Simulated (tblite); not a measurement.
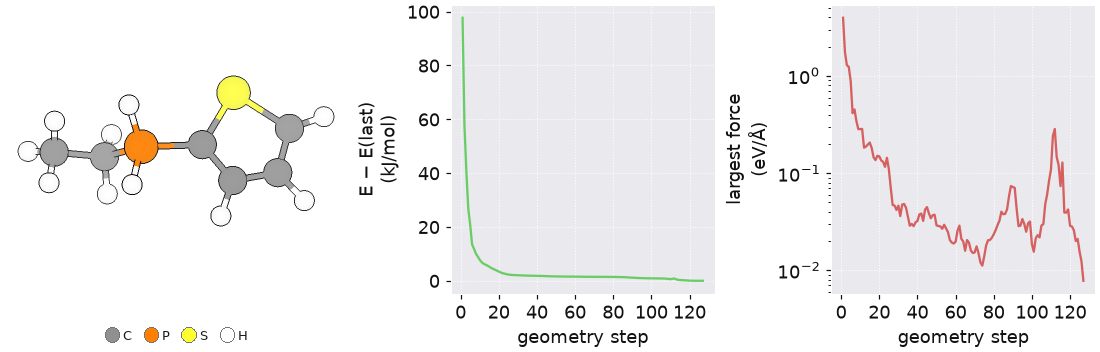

Beside the plot: the molecule at the start.

History of a geometry optimisation. C6H10PS (SMILES CC[PH2+]c1cccs1) (charge +1); GFN2-xTB geometry optimisation, gas phase (tblite 0.8.0).

The optimisation met its thresholds at geometry 127, counting the start as the first. The energy fell by about 98 kJ/mol from the first step to the last. The largest force goes from about 4 eV/Å at the start to 8 × 10⁻³ eV/Å at the end.
